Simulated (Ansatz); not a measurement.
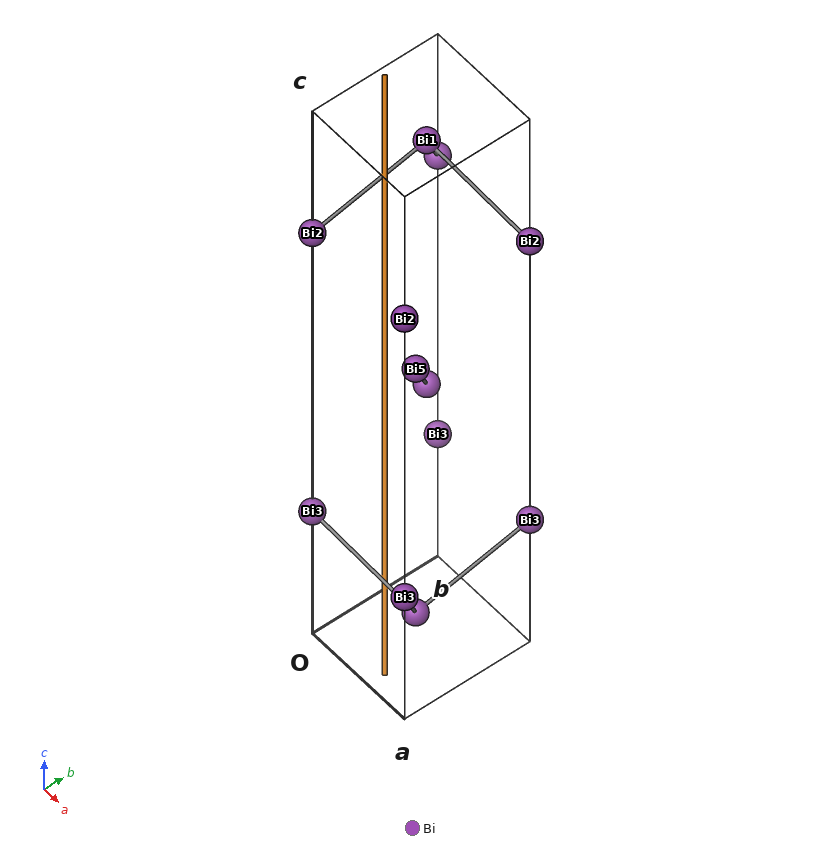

Crystal: Bi, the end point of a relaxation at fixed volume with DFT PBE, spin-orbit coupling, plane waves, PAW in Ansatz 0.2.0. The coloured rod is the axis of a symmetry operation of the crystal. Symmetry computed with spglib at a tolerance of 0.002 Å; standard conventional cell.

a = 4.589 Å, b = 4.589 Å, c = 12.165 Å, α = 90.00°, β = 90.00°, γ = 120.00°.

```tsv
atom	x	y	z
Bi1	0.3333	0.6667	0.9000
Bi2	0.0000	0.0000	0.7666
Bi3	0.0000	0.0000	0.2334
Bi4	0.6667	0.3333	0.1000
Bi5	0.6667	0.3333	0.5667
Bi6	0.3333	0.6667	0.4333
```

Take the operation x, y, z → −x+y+1/3, −x+2/3, z−1/3.

### What kind of operation is it, and where does it lie?

It is a 3₁ screw rotation with translation (0, 0, −1/3), about the line along [0 0 1] through (1/3, 1/3, 1/2).

### Onto which atom does it carry each atom (up to whole multiples of a, b and c)?

Bi1 → Bi5, Bi2 → Bi6, Bi3 → Bi1, Bi4 → Bi2, Bi5 → Bi3, Bi6 → Bi4.

### What is the crystal's space group?

R-3m (No. 166, hexagonal axes).
